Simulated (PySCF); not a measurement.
# AlSi⁺ (triplet): basis, grid and Hamiltonian

Aim: see how much the energy and properties of AlSi⁺ (triplet) depend on the numerical set-up.

Program: PySCF 2.14.0. Level of theory: each script names its method and basis. These are calculated values, not measurements.

4 further runs of the same task are left out: 4 that didn't finish.

## 1. The starting structure

AlSi⁺ (triplet): 2 atoms, charge 1, spin multiplicity 3.

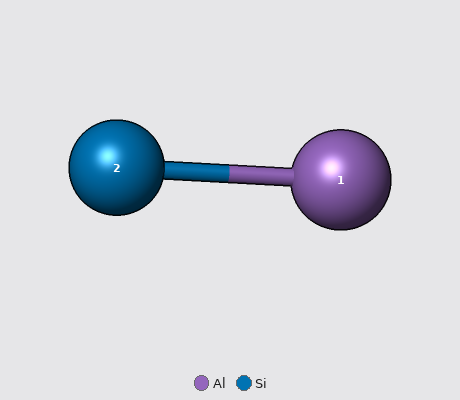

As it starts; aluminium purple, silicon blue; atoms are numbered from 1 in the order of the file.

## 2. The base run

input.py

```python
from pyscf import gto, scf, mp

mol = gto.M(
    atom='Al 0 0 0; Si 0 0 2.41',
    basis='pcseg-1',
    charge=1,
    spin=2,
    verbose=3,
)
mf = scf.UHF(mol)
mf = mf.newton()
mf.kernel()
mp.MP2(mf, frozen=10).kernel()
mf.dip_moment()
print('orbital energies (hartree):', [e[max(0, n-3):n+3].round(4) for e, n in zip(mf.mo_energy, mol.nelec)])
```

On the command line:

```console
$ OMP_NUM_THREADS=1 python input.py
```

Its log is not repeated here.

In short: E(SCF) = -530.461475 Eh, E(MP2) − E(SCF) = -0.06664 Eh, ⟨S²⟩ = 2.544.

⟨S²⟩ = 2.54 against 2.00 for a pure state: the determinant is spin-contaminated. The bond length is a typed value, not an optimised one. The dipole of an ion depends on the origin. The triplet is typed in the script; nothing here shows that it is the ground state.

## 3. Jorge-dzp

Edit 1 changes basis set: pcseg-1 → jorge-dzp.

input.py: that of step 2 with these lines changed.

```diff
@@ -4,3 +4,3 @@
     atom='Al 0 0 0; Si 0 0 2.41',
-    basis='pcseg-1',
+    basis='jorge-dzp',
     charge=1,
```

On the command line:

```console
$ OMP_NUM_THREADS=1 python input.py
```

Output:

```text
WARN: HOMO -0.0980429834153995 >= LUMO -0.098042983415422

converged SCF energy = -530.514425036262  <S^2> = 2.4891208  2S+1 = 3.3100579
E(UMP2) = -530.593172639778  E_corr = -0.0787476035158115
E(SCS-UMP2) = -530.591798653174  E_corr = -0.0773736169117038

WARN: System has nonzero charge 1; the dipole moment is origin-dependent.
Location of origin: [0. 0. 0.]

Dipole moment(X, Y, Z, Debye):  0.00000, -0.00000,  2.97384
orbital energies (hartree): [array([-0.6239, -0.5117, -0.5117, -0.2333, -0.1598, -0.1598]), array([-3.4982, -0.7457, -0.5911, -0.2091, -0.1934, -0.1934])]
```

Run time: 1.5 s. Hardware: 1 thread of Arm Neoverse V1, shared host; peak memory 0.14 GiB.

This run: E(SCF) = -530.514425 Eh (-1.4408 eV from the base), E(MP2) − E(SCF) = -0.07875 Eh, ⟨S²⟩ = 2.489.

⟨S²⟩ = 2.49 against 2.00 for a pure state: the determinant is spin-contaminated.

## 4. Def2-svpd

Edit 2 changes basis set: pcseg-1 → def2-svpd.

input.py: that of step 2 with these lines changed.

```diff
@@ -4,3 +4,3 @@
     atom='Al 0 0 0; Si 0 0 2.41',
-    basis='pcseg-1',
+    basis='def2-svpd',
     charge=1,
```

On the command line:

```console
$ OMP_NUM_THREADS=1 python input.py
```

Output:

```text
WARN: HOMO -0.0986530713557528 >= LUMO -0.0986530713557531

converged SCF energy = -530.342374808855  <S^2> = 2.5144832  2S+1 = 3.325347
E(UMP2) = -530.421181313815  E_corr = -0.0788065049601945
E(SCS-UMP2) = -530.419802204689  E_corr = -0.0774273958342643

WARN: System has nonzero charge 1; the dipole moment is origin-dependent.
Location of origin: [0. 0. 0.]

Dipole moment(X, Y, Z, Debye): -0.00000,  0.00000,  3.08693
orbital energies (hartree): [array([-0.6229, -0.5123, -0.5123, -0.2338, -0.1595, -0.1595]), array([-3.5023, -0.7456, -0.5902, -0.2112, -0.1934, -0.1934])]
```

Wall time 1.2 s (1 thread of Arm Neoverse V1, shared host).

Result: E(SCF) = -530.342375 Eh (+3.2409 eV from the base), E(MP2) − E(SCF) = -0.07881 Eh, ⟨S²⟩ = 2.514.

⟨S²⟩ = 2.51 against 2.00 for a pure state: the determinant is spin-contaminated.

## 5. Spin-free X2C on

Edit 3 changes spin-free X2C: off → on.

input.py: that of step 2 with these lines changed.

```diff
@@ -10,2 +10,3 @@
 mf = scf.UHF(mol)
+mf = mf.sfx2c1e()
 mf = mf.newton()
```

On the command line:

```console
$ OMP_NUM_THREADS=1 python input.py
```

Output:

```text
WARN: HOMO -0.0988490897042476 >= LUMO -0.0988490897217752

converged SCF energy = -531.414923428046  <S^2> = 2.5313007  2S+1 = 3.3354464
E(UMP2) = -531.481990537435  E_corr = -0.0670671093892174
E(SCS-UMP2) = -531.481706329468  E_corr = -0.0667829014221502
Dipole moment(X, Y, Z, Debye): -0.00000, -0.00000,  2.70725
orbital energies (hartree): [array([-0.6261, -0.5122, -0.5122, -0.2328, -0.1628, -0.1628]), array([-3.5073, -0.7533, -0.59  , -0.2048, -0.1984, -0.1984])]
```

It took 1 s on 1 thread of Arm Neoverse V1, shared host.

Outcome: E(SCF) = -531.414923 Eh (-25.9446 eV from the base), E(MP2) − E(SCF) = -0.06707 Eh, ⟨S²⟩ = 2.531.

⟨S²⟩ = 2.53 against 2.00 for a pure state: the determinant is spin-contaminated.

## 6. Density fitting auto

Edit 4 changes density fitting: none → auto.

input.py: that of step 2 with these lines changed.

```diff
@@ -10,2 +10,3 @@
 mf = scf.UHF(mol)
+mf = mf.density_fit()
 mf = mf.newton()
```

On the command line:

```console
$ OMP_NUM_THREADS=1 python input.py
```

Output:

```text
WARN: Even tempered Gaussians are generated as DF auxbasis for  Al Si

WARN: HOMO -0.0983893564556026 >= LUMO -0.098389356455604

converged SCF energy = -530.461459591002  <S^2> = 2.5444569  2S+1 = 3.3433258
E(DFUMP2) = -530.528100659325  E_corr = -0.0666410683227079
E(SCS-DFUMP2) = -530.527721152194  E_corr = -0.0662615611912099

WARN: System has nonzero charge 1; the dipole moment is origin-dependent.
Location of origin: [0. 0. 0.]

Dipole moment(X, Y, Z, Debye): -0.00000,  0.00000,  2.70513
orbital energies (hartree): [array([-0.6252, -0.5123, -0.5123, -0.2325, -0.1628, -0.1628]), array([-3.5023, -0.7521, -0.5891, -0.2041, -0.1987, -0.1987])]
```

It took 1.4 s on 1 thread of Arm Neoverse V1, shared host.

This run: E(SCF) = -530.461460 Eh (+0.0004 eV from the base), E(MP2) − E(SCF) = -0.06664 Eh, ⟨S²⟩ = 2.544.

## 7. 6-31g

Edit 5 changes basis set: pcseg-1 → 6-31g.

input.py: that of step 2 with these lines changed.

```diff
@@ -4,3 +4,3 @@
     atom='Al 0 0 0; Si 0 0 2.41',
-    basis='pcseg-1',
+    basis='6-31g',
     charge=1,
```

On the command line:

```console
$ OMP_NUM_THREADS=1 python input.py
```

Output:

```text
WARN: HOMO -0.0964958921807062 >= LUMO -0.0964958921807085

converged SCF energy = -530.467929248229  <S^2> = 2.5004668  2S+1 = 3.3169063
E(UMP2) = -530.504946214053  E_corr = -0.0370169658236233
E(SCS-UMP2) = -530.505114026373  E_corr = -0.0371847781432871

WARN: System has nonzero charge 1; the dipole moment is origin-dependent.
Location of origin: [0. 0. 0.]

Dipole moment(X, Y, Z, Debye): -0.00000,  0.00000,  2.49343
orbital energies (hartree): [array([-0.6307, -0.5107, -0.5107, -0.2367, -0.164 , -0.164 ]), array([-3.5112, -0.7605, -0.5924, -0.2025, -0.2024, -0.2024])]
```

Run time: 0.87 s. Hardware: 1 thread of Arm Neoverse V1, shared host.

Outcome: E(SCF) = -530.467929 Eh (-0.1756 eV from the base), E(MP2) − E(SCF) = -0.03702 Eh, ⟨S²⟩ = 2.500.

⟨S²⟩ = 2.50 against 2.00 for a pure state: the determinant is spin-contaminated.

## 8. All runs together

```csv
run,E(SCF) (hartree),from base (eV),"gap, α spin (eV)",functions,after the SCF
base,-530.461475,0,7.62,36,"MP2 correlation -1.813 eV, core frozen"
jorge-dzp,-530.514425,-1.4408,7.58,48,"MP2 correlation -2.143 eV, core frozen"
def2-svpd,-530.342375,+3.2409,7.58,48,"MP2 correlation -2.144 eV, core frozen"
spin-free X2C on,-531.414923,-25.9446,7.60,36,"MP2 correlation -1.825 eV, core frozen"
density fitting auto,-530.461460,+0.0004,7.61,36,"MP2 correlation -1.813 eV, core frozen"
6-31g,-530.467929,-0.1756,7.46,26,"MP2 correlation -1.007 eV, core frozen"
```

Wall time on 1 thread of Arm Neoverse V1, shared host, start-up included: base 0.99 s; jorge-dzp 1.5 s; def2-svpd 1.2 s; spin-free X2C on 1 s; density fitting auto 1.4 s; 6-31g 0.87 s.

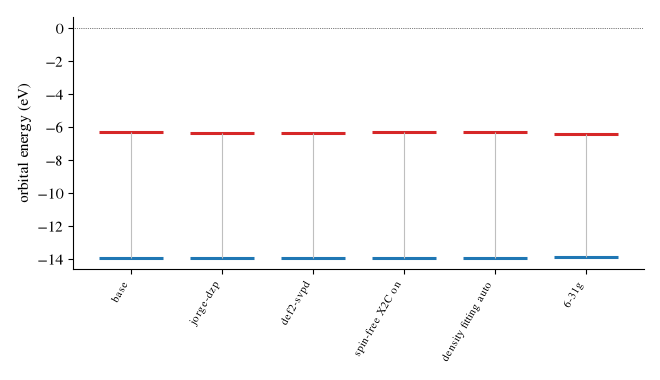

Frontier levels by run: filled blue, empty red. Open-shell runs show the α spin alone.

In words: Of the runs whose energies can be compared, “spin-free X2C on” moves the SCF energy most (-25.945 eV). jorge-dzp (48 functions) gives an energy 1.44 eV lower than pcseg-1 (36). def2-svpd (48 functions) gives an energy 3.24 eV higher than pcseg-1 (36); size alone doesn't order basis sets of different families. Scalar relativity lowers the total energy by 25.94 eV, nearly all of it in the inner shells; a basis contracted without relativity catches only part of it. 6-31g (26 functions) gives an energy 0.18 eV lower than pcseg-1 (36); size alone doesn't order basis sets of different families.
